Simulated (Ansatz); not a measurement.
# BrClH2Si + HF: a complex and its separated parts

The complex below is one end of an elementary step. How strongly is it bound against its free parts?

Computed with Ansatz 0.2.0, Gaussian basis. Level: PBE0-D4/def2-TZVP structures, single points in def2-TZVPP, no counterpoise correction.

Levels: SPW92, PBE-D4, BLYP-D4, r2SCAN-D4, B97M-V, PBE0-D4, B3LYP-D4, r2SCAN0-D4, BHLYP-D4, CAM-B3LYP-D4, wB97X-V, wB97M-V, B2PLYP, PBE-QIDH, RPA on PBE, Hartree-Fock, MP2, CCSD, CCSD(T).

Correlated methods freeze the cores. Filled d shells of the heavier atoms are correlated. B3LYP uses VWN-RPA correlation. B2PLYP carries no dispersion term here.

21 further runs of the same task are left out: 21 set aside as unsound or not needed.

## (1) The starting structure

The complex: 7 atoms, charge 0, spin multiplicity 1.

Atoms are counted from 1 here; the program's logs count them from 0.

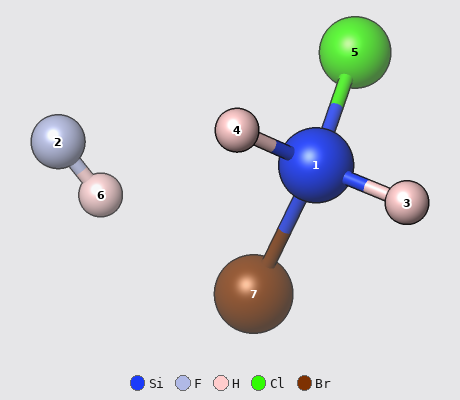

The starting geometry (silicon blue, fluorine light blue, hydrogen pink, chlorine green, bromine brown); atoms are numbered from 1 in the order of the file.

Coordinates:

```csv
atom,x (Å),y (Å),z (Å)
Si1,-0.4486,0.9274,-0.0212
F2,1.6311,-1.9922,0.4542
H3,-1.0296,2.1473,-0.6130
H4,0.9793,1.0551,0.3172
Cl5,-1.5055,0.4198,1.6396
H6,1.0080,-1.8765,-0.2233
Br7,-0.6347,-0.6808,-1.5537
```

Its parts: BrClH2Si holds atoms 1, 3, 4, 5, 7; HF holds atoms 2, 6. Each part counts its atoms afresh in its own runs.

## (2) Relaxing BrClH2Si alone

The input, relax-a/in.yaml:

```yaml
crystal:
  periodic: [false, false, false]
  atoms:
    - {symbol: Si, position_ang: [-0.448615, 0.927415, -0.021157]}
    - {symbol: H, position_ang: [-1.029603, 2.147273, -0.612956]}
    - {symbol: H, position_ang: [0.979268, 1.055080, 0.317191]}
    - {symbol: Cl, position_ang: [-1.505523, 0.419754, 1.639589]}
    - {symbol: Br, position_ang: [-0.634728, -0.680754, -1.553659]}
basis:
  gaussian: {orbitals: def2-TZVP}
hamiltonian: {xc: pbe0, dispersion: d4}
relax: {f_tol: 0.005, max_steps: 200}
```

No record of the launch command was kept for these runs.

Output, cut to the lines that bear on the results:

```text
Functional definition: PBE0
  name "PBE0"
  cite "Adamo & Barone, J. Chem. Phys. 110, 6158 (1999) doi:10.1063/1.478522"
  cite "Perdew, Burke & Ernzerhof, Phys. Rev. Lett. 77, 3865 (1996) doi:10.1103/PhysRevLett.77.3865"
  parent pbe
[...]
1037 factors; their error is unknown
[...]
mean field -90466.85213541 eV, -3324.5954953414 hartree, gradient 5.8e-5 eV, S^2 0.000000; 0 other end points of the search recorded, 0 dependent functions left out
[...]
reference -90466.85216272 eV, -3324.5954963450 hartree; 34, 34 occupied and 100, 100 virtual orbitals, 1037 factors
relax step   1: F+E_penalty+E_count = -90466.96274592 eV  Δ(F+E_penalty+E_count) = +0.000e0 eV  max|allowed force component| = 4.309e-1 eV/Å  Δτ_max = 0.0000 Å  (25 SCF iters, accepted)
[...]
relax step   3: F+E_penalty+E_count = -90466.96940613 eV  Δ(F+E_penalty+E_count) = -8.709e-4 eV  max|allowed force component| = 4.844e-2 eV/Å  Δτ_max = 0.0155 Å  (29 SCF iters, accepted)
[...]
relax step   4: F+E_penalty+E_count = -90466.96957742 eV  Δ(F+E_penalty+E_count) = -1.713e-4 eV  max|allowed force component| = 2.160e-3 eV/Å  Δτ_max = 0.0044 Å  (30 SCF iters, accepted)
1037 factors; their error is unknown
mean field -90466.85893805 eV, -3324.5957453338 hartree, gradient 2.3e-5 eV, S^2 0.000000; 1 other end points of the search recorded, 0 dependent functions left out
[...]
reference -90466.85896533 eV, -3324.5957463364 hartree; 34, 34 occupied and 100, 100 virtual orbitals, 1037 factors
Total energy: -90466.96960470 eV, -3324.5998122584 hartree
Atom 0 at    -0.453327     0.915089    -0.039418 Å, force    -0.002160     0.000256    -0.001083 eV/Å
Atom 1 at    -1.024572     2.153665    -0.602923 Å, force     0.000335    -0.000685     0.000333 eV/Å
Atom 2 at     0.970621     1.058224     0.320339 Å, force     0.001508     0.000057     0.000508 eV/Å
Atom 3 at    -1.501010     0.424038     1.641882 Å, force     0.000213     0.000053    -0.000075 eV/Å
Atom 4 at    -0.630914    -0.682248    -1.550873 Å, force     0.000104     0.000319     0.000318 eV/Å
Dipole moment:     0.120262     0.197477    -0.025473 e Å
```

It took 6.5 s on 4 threads, shared host; peak memory 0.33 GiB.

Along the way:

```
step  energy from step 1 (eV)  largest force component (eV/Å)
   1                   0.0000                          0.4309
   2                  -0.0058                          0.0870
   3                  -0.0067                          0.0484
   4                  -0.0068                          0.0022
```

Close pairs (by a distance rule), those that changed most:

```csv
bond,before (Å),after (Å),change (Å)
Si1–Br5,2.229,2.206,-0.023
Si1–Cl4,2.033,2.041,+0.008
Si1–H3,1.473,1.476,+0.003
Si1–H2,1.475,1.476,+0.001
```

## (3) Relaxing HF alone

The input, relax-b/in.yaml:

```yaml
crystal:
  periodic: [false, false, false]
  atoms:
    - {symbol: F, position_ang: [1.631094, -1.992208, 0.454159]}
    - {symbol: H, position_ang: [1.008008, -1.876459, -0.223269]}
basis:
  gaussian: {orbitals: def2-TZVP}
hamiltonian: {xc: pbe0, dispersion: d4}
relax: {f_tol: 0.005, max_steps: 200}
```

Output, cut to the lines that bear on the results:

```text
[... 5 set-up lines as earlier in the session ...]
[...]
200 factors; their error is unknown
[...]
mean field -2731.79997559 eV, -100.3917974225 hartree, gradient 6.9e-6 eV, S^2 0.000000; 0 other end points of the search recorded, 0 dependent functions left out
[...]
reference -2731.79998414 eV, -100.3917977367 hartree; 5, 5 occupied and 32, 32 virtual orbitals, 200 factors
relax step   1: F+E_penalty+E_count = -2731.80149138 eV  Δ(F+E_penalty+E_count) = +0.000e0 eV  max|allowed force component| = 3.278e-1 eV/Å  Δτ_max = 0.0000 Å  (21 SCF iters, accepted)
[...]
relax step   2: F+E_penalty+E_count = -2731.80314067 eV  Δ(F+E_penalty+E_count) = -1.649e-3 eV  max|allowed force component| = 6.830e-2 eV/Å  Δτ_max = 0.0030 Å  (25 SCF iters, accepted)
[...]
relax step   3: F+E_penalty+E_count = -2731.80321323 eV  Δ(F+E_penalty+E_count) = -7.256e-5 eV  max|allowed force component| = 1.357e-3 eV/Å  Δτ_max = 0.0008 Å  (25 SCF iters, accepted)
200 factors; their error is unknown
[...]
mean field -2731.80169995 eV, -100.3918607914 hartree, gradient 2.5e-5 eV, S^2 0.000000; 1 other end points of the search recorded, 0 dependent functions left out
[...]
reference -2731.80170839 eV, -100.3918611015 hartree; 5, 5 occupied and 32, 32 virtual orbitals, 200 factors
Total energy: -2731.80322167 eV, -100.3919167136 hartree
Atom 0 at     1.628531    -1.991732     0.451372 Å, force     0.001248    -0.000232     0.001357 eV/Å
Atom 1 at     1.010571    -1.876935    -0.220482 Å, force    -0.001248     0.000232    -0.001357 eV/Å
Dipole moment:    -0.269219     0.050012    -0.292698 e Å
```

It took 0.35 s on 4 threads, shared host.

Relaxation path:

```
step  energy from step 1 (eV)  largest force component (eV/Å)
   1                   0.0000                          0.3278
   2                  -0.0016                          0.0683
   3                  -0.0017                          0.0014
```

The bond:

```
 bond  before (Å)  after (Å)  change (Å)
F1–H2       0.928      0.920      -0.008
```

## (4) wB97M-V/def2-TZVPP

The input, parta/in.yaml:

```yaml
crystal:
  periodic: [false, false, false]
  atoms:
    - {symbol: Si, position_ang: [-0.453327, 0.915089, -0.039418]}
    - {symbol: H, position_ang: [-1.024572, 2.153665, -0.602923]}
    - {symbol: H, position_ang: [0.970621, 1.058224, 0.320339]}
    - {symbol: Cl, position_ang: [-1.501010, 0.424038, 1.641882]}
    - {symbol: Br, position_ang: [-0.630914, -0.682248, -1.550873]}
basis:
  gaussian: {orbitals: def2-TZVPP}
hamiltonian: {xc: {name: wB97M-V}}
```

The input, partb/in.yaml:

```yaml
crystal:
  periodic: [false, false, false]
  atoms:
    - {symbol: F, position_ang: [1.628531, -1.991732, 0.451372]}
    - {symbol: H, position_ang: [1.010571, -1.876935, -0.220482]}
basis:
  gaussian: {orbitals: def2-TZVPP}
hamiltonian: {xc: {name: wB97M-V}}
```

Output in parta, cut to the lines that bear on the results:

```text
Functional definition: wB97M-V
  name "wB97M-V"
  cite "Mardirossian & Head-Gordon, J. Chem. Phys. 144, 214110 (2016) doi:10.1063/1.4952647"
  cite "Becke, J. Chem. Phys. 107, 8554 (1997) doi:10.1063/1.475007"
  cite "Vydrov & Van Voorhis, J. Chem. Phys. 133, 244103 (2010) doi:10.1063/1.3521275"
  # Of w^i u^j: cxij and so on, Table III.
[...]
  gx(w, u) = 1 - cx + cx01*u + cx10*w
  gss(w, u) = css00 + css04*u^4 + css10*w + css20*w^2 + css43*w^4*u^3
  gos(w, u) = cos00 + cos10*w + (cos20 + cos21*u)*w^2 + (cos60 + cos61*u)*w^6
[...]
      + integral(e_c_pw_mod_opposite_spin*gos(b97_w_opposite, b97_u_opposite)) + vv10(b, c)
1127 factors; their error is unknown
185 factors; integrals over basis functions are off by at most 4.1e-5 eV
[...]
mean field -90477.26334079 eV, -3324.9781000822 hartree, gradient 3.5e-5 eV, S^2 0.000000; 0 other end points of the search recorded, 0 dependent functions left out
reference -90477.26338089 eV, -3324.9781015559 hartree; 34, 34 occupied and 126, 126 virtual orbitals, 1127 factors
Total energy: -90477.26338089 eV, -3324.9781015559 hartree
```

partb printed, cut to the lines that bear on the results:

```text
[... 5 set-up lines as earlier in the session ...]
  # Of w^i u^j: cxij and so on, Table III.
[...]
  gx(w, u) = 1 - cx + cx01*u + cx10*w
  gss(w, u) = css00 + css04*u^4 + css10*w + css20*w^2 + css43*w^4*u^3
  gos(w, u) = cos00 + cos10*w + (cos20 + cos21*u)*w^2 + (cos60 + cos61*u)*w^6
[...]
      + integral(e_c_pw_mod_opposite_spin*gos(b97_w_opposite, b97_u_opposite)) + vv10(b, c)
215 factors; their error is unknown
48 factors; integrals over basis functions are off by at most 2.2e-5 eV
[...]
mean field -2733.67553233 eV, -100.4607228614 hartree, gradient 1.2e-5 eV, S^2 0.000000; 0 other end points of the search recorded, 0 dependent functions left out
reference -2733.67554700 eV, -100.4607234003 hartree; 5, 5 occupied and 40, 40 virtual orbitals, 215 factors
Total energy: -2733.67554700 eV, -100.4607234003 hartree
```

Wall times: 3.7 s (parta), 0.25 s (partb) on 4 threads, shared host; peak memory 0.5 GiB.

## (5) CCSD(T)/def2-TZVPP

Each input of step 4 (parta, partb) changes in the same lines:

```diff
-hamiltonian: {xc: {name: wB97M-V}}
+correlation: {method: ccsd_t}
```

Output in parta, cut to the lines that bear on the results:

```text
Functional definition: HF
  name "HF"
  cite "Fock, Z. Phys. 61, 126 (1930) doi:10.1007/BF01340294"
[... 1 set-up line as earlier in the session ...]
[...]
972 factors; integrals over basis functions are off by at most 7.4e-4 eV
[...]
mean field -90399.98876730 eV, -3322.1383118853 hartree, gradient 3.9e-6 eV, S^2 0.000000; 0 other end points of the search recorded, 0 dependent functions left out
19 core orbitals not correlated: weight in the atoms' cores, before any rotation towards them, 1.000 or more for the frozen orbitals, at most 0.000 for the correlated occupied ones
reference -90399.98876730 eV, -3322.1383118853 hartree; 15, 15 occupied and 126, 126 virtual orbitals, 972 factors
second order -15.93441717 eV of doubles, -0.00000000 eV of singles
cycle   1  -16.45400264 eV  change   -5.2e-1 eV  update   7.5e-2
[...]
cycle   8  -16.87579511 eV  change   -2.8e-5 eV  update   1.9e-5
perturbative correction -0.62696983 eV, -0.0230407163 hartree
Total energy: -90417.49153224 eV, -3322.7815266329 hartree
```

Log of partb, cut to the lines that bear on the results:

```text
[... 4 set-up lines as earlier in the session ...]
[...]
287 factors; integrals over basis functions are off by at most 1.0e-3 eV
[...]
mean field -2722.91273681 eV, -100.0651974214 hartree, gradient 4.5e-6 eV, S^2 0.000000; 0 other end points of the search recorded, 0 dependent functions left out
1 core orbitals not correlated: weight in the atoms' cores, before any rotation towards them, 1.000 or more for the frozen orbitals, at most 0.000 for the correlated occupied ones
reference -2722.91273681 eV, -100.0651974214 hartree; 4, 4 occupied and 40, 40 virtual orbitals, 287 factors
second order -7.36483030 eV of doubles, -0.00000000 eV of singles
cycle   1  -7.29619749 eV  change    6.9e-2 eV  update   3.9e-2
[...]
cycle   8  -7.43087455 eV  change    5.0e-7 eV  update   3.3e-6
perturbative correction -0.17033529 eV, -0.0062597064 hartree
Total energy: -2730.51394665 eV, -100.3445367306 hartree
```

They took 14 s (parta), 0.15 s (partb) on 4 threads, shared host; peak memory 1.1 GiB.

## (6) Vibrations of BrClH2Si

The input, vib-parta/in.yaml:

```yaml
crystal:
  periodic: [false, false, false]
  atoms:
    - {symbol: Si, position_ang: [-0.453327, 0.915089, -0.039418]}
    - {symbol: H, position_ang: [-1.024572, 2.153665, -0.602923]}
    - {symbol: H, position_ang: [0.970621, 1.058224, 0.320339]}
    - {symbol: Cl, position_ang: [-1.501010, 0.424038, 1.641882]}
    - {symbol: Br, position_ang: [-0.630914, -0.682248, -1.550873]}
basis:
  gaussian: {orbitals: def2-TZVP}
hamiltonian: {xc: pbe0, dispersion: d4}
phonons: {temperatures: {t_min: 298.15, t_max: 900, t_step: 200}}
```

Output, cut to the lines that bear on the results:

```text
[... 5 set-up lines as earlier in the session ...]
[...]
1037 factors; their error is unknown
[...]
mean field -90466.85893750 eV, -3324.5957453137 hartree, gradient 6.3e-5 eV, S^2 0.000000; 0 other end points of the search recorded, 0 dependent functions left out
[...]
reference -90466.85896478 eV, -3324.5957463164 hartree; 34, 34 occupied and 100, 100 virtual orbitals, 1037 factors
[... from here to the last solve, the lines of the solves are left out (29 solves) ...]
1037 factors; their error is unknown
[...]
mean field -90466.85894109 eV, -3324.5957454456 hartree, gradient 1.9e-6 eV, S^2 0.000000; 0 other end points of the search recorded, 0 dependent functions left out
[...]
reference -90466.85896838 eV, -3324.5957464485 hartree; 34, 34 occupied and 100, 100 virtual orbitals, 1037 factors
Total energy: -90466.96960415 eV, -3324.5998122382 hartree
Atom 0 at    -0.453327     0.915089    -0.039418 Å, force    -0.002141     0.000248    -0.001099 eV/Å
Atom 1 at    -1.024572     2.153665    -0.602923 Å, force     0.000335    -0.000690     0.000335 eV/Å
Atom 2 at     0.970621     1.058224     0.320339 Å, force     0.001498     0.000059     0.000506 eV/Å
Atom 3 at    -1.501010     0.424038     1.641882 Å, force     0.000206     0.000053    -0.000069 eV/Å
Atom 4 at    -0.630914    -0.682248    -1.550873 Å, force     0.000102     0.000329     0.000326 eV/Å
Dipole moment:     0.120262     0.197475    -0.025474 e Å
Vibrations: 152.85 430.07 567.31 569.02 696.74 853.22 943.68 2269.12 2284.70 cm⁻¹, zero-point energy 0.543467 eV
```

It took 28 s on 4 threads, shared host; peak memory 0.33 GiB.

The modes, with what each moves most:

```
mode  wavenumber (cm⁻¹)      character
   1                153           bend
   2                430  Si–Br stretch
   3                567  Si–Cl stretch
   4                569           bend
   5                697           bend
   6                853           bend
   7                944           bend
   8               2269   Si–H stretch
   9               2285   Si–H stretch
```

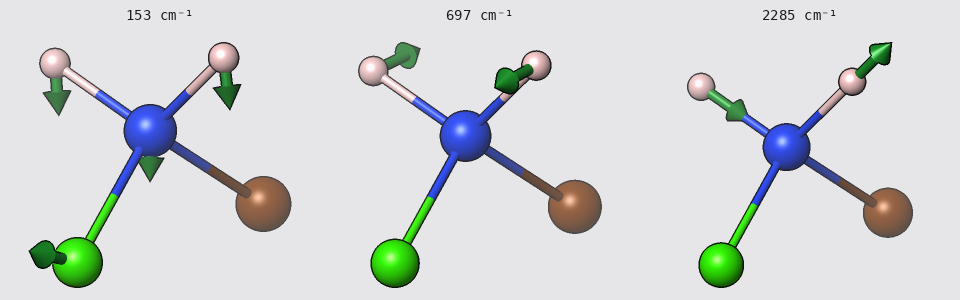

How the atoms move in 3 of the modes.

Vibrational sums (real modes only):

```
T (K)  entropy (J/mol/K)  heat capacity (J/mol/K)
  298               21.4                     30.8
  498               41.1                     45.6
  698               57.9                     53.9
  898               72.2                     59.4
```

## (7) Vibrations of HF

The input, vib-partb/in.yaml:

```yaml
crystal:
  periodic: [false, false, false]
  atoms:
    - {symbol: F, position_ang: [1.628531, -1.991732, 0.451372]}
    - {symbol: H, position_ang: [1.010571, -1.876935, -0.220482]}
basis:
  gaussian: {orbitals: def2-TZVP}
hamiltonian: {xc: pbe0, dispersion: d4}
phonons: {temperatures: {t_min: 298.15, t_max: 900, t_step: 200}}
```

Output, cut to the lines that bear on the results:

```text
[... 5 set-up lines as earlier in the session ...]
[...]
200 factors; their error is unknown
[...]
mean field -2731.80169995 eV, -100.3918607914 hartree, gradient 6.9e-6 eV, S^2 0.000000; 0 other end points of the search recorded, 0 dependent functions left out
[...]
reference -2731.80170839 eV, -100.3918611015 hartree; 5, 5 occupied and 32, 32 virtual orbitals, 200 factors
[...]
200 factors; their error is unknown
[...]
mean field -2731.80169995 eV, -100.3918607916 hartree, gradient 3.9e-7 eV, S^2 0.000000; 0 other end points of the search recorded, 0 dependent functions left out
[...]
reference -2731.80170839 eV, -100.3918611016 hartree; 5, 5 occupied and 32, 32 virtual orbitals, 200 factors
[...]
200 factors; their error is unknown
[...]
mean field -2731.80150515 eV, -100.3918536326 hartree, gradient 3.9e-7 eV, S^2 0.000000; 0 other end points of the search recorded, 0 dependent functions left out
[...]
reference -2731.80151355 eV, -100.3918539413 hartree; 5, 5 occupied and 32, 32 virtual orbitals, 200 factors
[...]
200 factors; their error is unknown
mean field -2731.80151525 eV, -100.3918540038 hartree, gradient 3.9e-7 eV, S^2 0.000000; 0 other end points of the search recorded, 0 dependent functions left out
[...]
reference -2731.80152372 eV, -100.3918543152 hartree; 5, 5 occupied and 32, 32 virtual orbitals, 200 factors
Total energy: -2731.80322167 eV, -100.3919167136 hartree
Atom 0 at     1.628531    -1.991732     0.451372 Å, force     0.001268    -0.000236     0.001379 eV/Å
Atom 1 at     1.010571    -1.876935    -0.220482 Å, force    -0.001268     0.000236    -0.001379 eV/Å
Dipole moment:    -0.269219     0.050012    -0.292698 e Å
Vibrations: 4153.34 cm⁻¹, zero-point energy 0.257474 eV
```

Wall time 0.7 s (4 threads, shared host).

The modes, with what each moves most:

```
mode  wavenumber (cm⁻¹)    character
   1               4153  F–H stretch
```

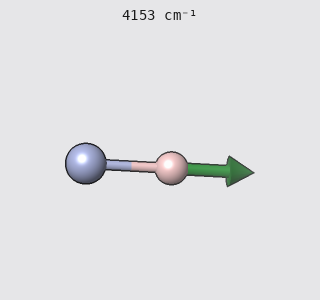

How the atoms move in 1 of the modes.

Vibrational sums (real modes only):

```csv
T (K),entropy (J/mol/K),heat capacity (J/mol/K)
298,0.0,0.0
498,0.0,0.0
698,0.0,0.1
898,0.1,0.5
```

## (8) Complex less separated parts

The complex's own energies come from single points at the same levels. Levels not printed above were run the same way.

Rows are in def2-TZVPP; times add the 3 runs of a level on a shared host, so small differences are noise.

Differences are taken before rounding.

```csv
method,rung,complex less parts (eV),from CCSD(T) (eV),time
SPW92,LDA,-0.268,-0.148,1.4 s
PBE-D4,GGA,-0.188,-0.068,2 s
BLYP-D4,GGA,-0.172,-0.053,2.2 s
r2SCAN-D4,meta-GGA,-0.160,-0.041,5 s
B97M-V,meta-GGA,-0.142,-0.023,9.3 s
PBE0-D4,hybrid,-0.158,-0.038,3.4 s
B3LYP-D4,hybrid,-0.158,-0.039,3.2 s
r2SCAN0-D4,hybrid,-0.145,-0.026,5.9 s
BHLYP-D4,hybrid,-0.143,-0.024,3 s
CAM-B3LYP-D4,range-separated hybrid,-0.162,-0.043,3.6 s
wB97X-V,range-separated hybrid,-0.148,-0.029,8.2 s
wB97M-V,range-separated hybrid,-0.152,-0.033,9.9 s
B2PLYP,double hybrid,-0.113,+0.006,5.2 s
PBE-QIDH,double hybrid,-0.118,+0.002,5.3 s
RPA on PBE,RPA,-0.094,+0.026,4.3 s
Hartree-Fock,wavefunction,-0.016,+0.104,
MP2,wavefunction,-0.125,-0.005,
CCSD,wavefunction,-0.103,+0.016,
CCSD(T),wavefunction,-0.119,0,80 s
```

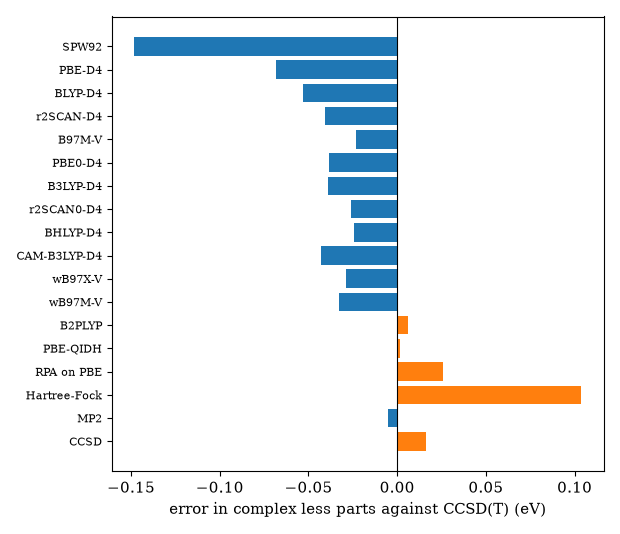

How far each level lands from CCSD(T).

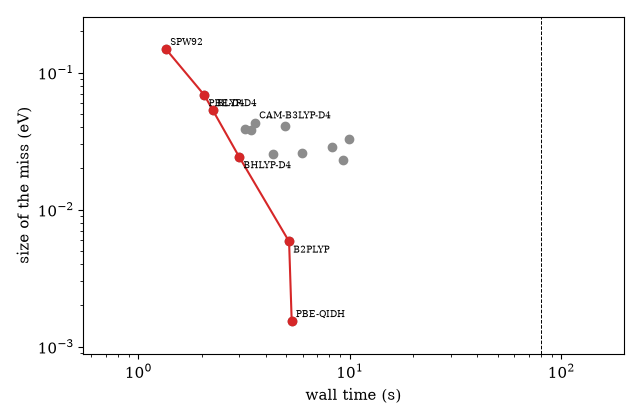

Accuracy for the time spent; red marks the levels that beat every quicker one drawn (of those quicker than the yardstick), and the dashed line is the time of CCSD(T). Only those levels and the largest misses are named. Times are from a shared host.

PBE-QIDH reaches 0.002 eV from the reference in 5.3 s, where CCSD(T) took 80 s; the quickest level in the cost chart, SPW92, takes 1.4 s and misses by 0.148 eV.

The complex's zero-point energy, from a separate PBE0-D4 run, is 0.845 eV.

## (9) Outcome

| quantity | value |
| --- | --- |
| complex less parts, CCSD(T)/def2-TZVPP | -0.119 eV |
| with zero-point energy | -0.075 eV |
| largest T1 diagnostic | 0.008 |

**Reading.** At CCSD(T) the complex lies 0.119 eV below its parts. Among the functionals PBE-QIDH lands nearest to CCSD(T) (+0.002 eV) and SPW92 farthest (-0.148 eV). By rung, the mean size of the error is: LDA 0.148, GGA 0.061, meta-GGA 0.032, hybrid 0.032, range-separated hybrid 0.035, double hybrid 0.004 eV. PBE-D4 gives a relative energy 0.068 eV too low, an error of 57 % of the reference. No counterpoise was applied, and triple zeta lacks some correlation, so the CCSD(T) reference has a basis error of its own, and close matches with it are partly luck.
